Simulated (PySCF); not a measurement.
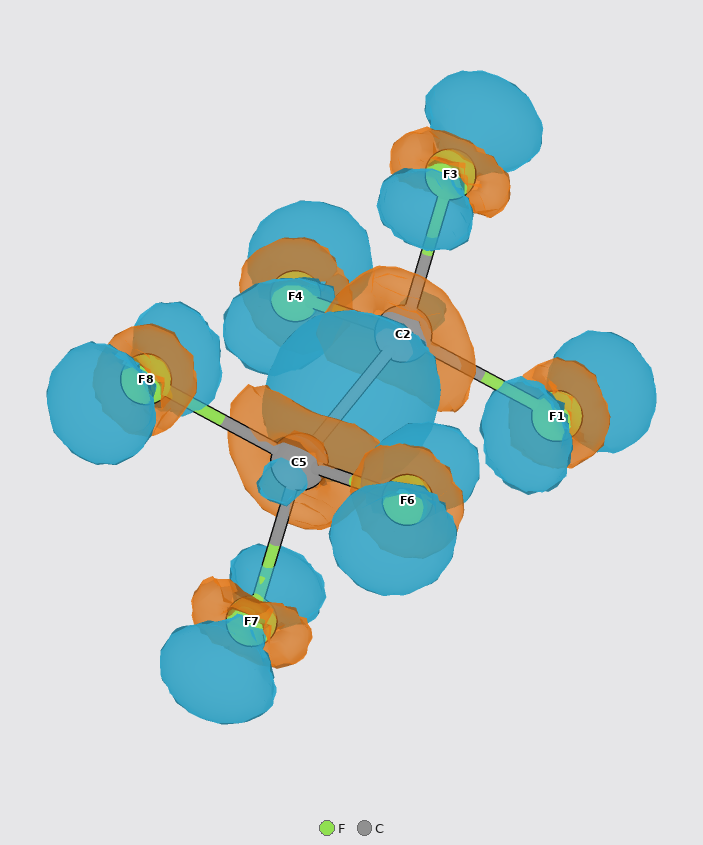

Figure. C2F6, SMILES `FC(F)(F)C(F)(F)F`. Fukui function f⁻ = ρ(N) − ρ(N−1) at fixed geometry, surfaces at ±0.05 e/Å³ (light blue positive, orange negative).

PySCF calculation, ωB97X/def2-TZVP, gas phase; geometry: GFN2-xTB. No frequency check shows the geometry to be a minimum.

Which atoms respond most to the removal of an electron?

Answer. f⁻ (Hirshfeld-condensed) is largest on F1, F3, F4, F6, F7 and F8 (0.14 each) and C2 and C5 (0.10 each); the vertical ionisation energy is 14.17 eV (the stability of the cation's solution wasn't checked). Condensed values hint at sites of electrophilic attack but needn't mark the atom that reacts. Shares this close don't rank the sites. Orbital relaxation makes it negative in places (0.20 e in all).

```json
{"atom": "F1", "f⁻": "+0.14", "charge": "−0.08"}
{"atom": "C2", "f⁻": "+0.10", "charge": "+0.23"}
{"atom": "F3", "f⁻": "+0.14", "charge": "−0.08"}
{"atom": "F4", "f⁻": "+0.14", "charge": "−0.08"}
{"atom": "C5", "f⁻": "+0.10", "charge": "+0.23"}
{"atom": "F6", "f⁻": "+0.14", "charge": "−0.08"}
{"atom": "F7", "f⁻": "+0.14", "charge": "−0.08"}
{"atom": "F8", "f⁻": "+0.14", "charge": "−0.08"}
```
